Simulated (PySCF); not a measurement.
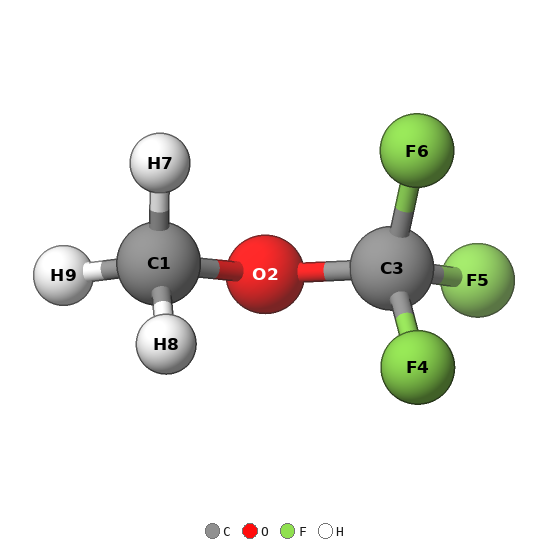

The computed structure is the end point of a PBE0-D3(BJ)/def2-SVP optimisation. No frequency run is at hand to confirm it as a minimum. Level of theory: B3LYP/pcJ-1 indirect spin-spin coupling, non-relativistic, gas phase (PySCF 2.14.0). Isotopes: 13C, 19F, 1H, 17O.

Give the spin–spin coupling constants of these pairs, with the number of bonds between them: C1/H8, C1/H7, C3/F4, C3/F6, C3/F5, C1/C3, O2/F4, O2/H8, F4/F6, F5/F6, H7/H9, C1/F6.

```
  pair  bonds apart  J (Hz)
C1, H8            1   150.2
C1, H7            1   150.9
C3, F4            1  −335.6
C3, F6            1  −335.9
C3, F5            1  −313.7
C1, C3            2    −1.6
O2, F4            2     3.2
O2, H8            2    −2.0
F4, F6            2   −11.1
F5, F6            2    14.3
H7, H9            2   −12.4
C1, F6            3     3.7
```

Density functionals are unreliable for couplings to fluorine, so those rows may be far off.
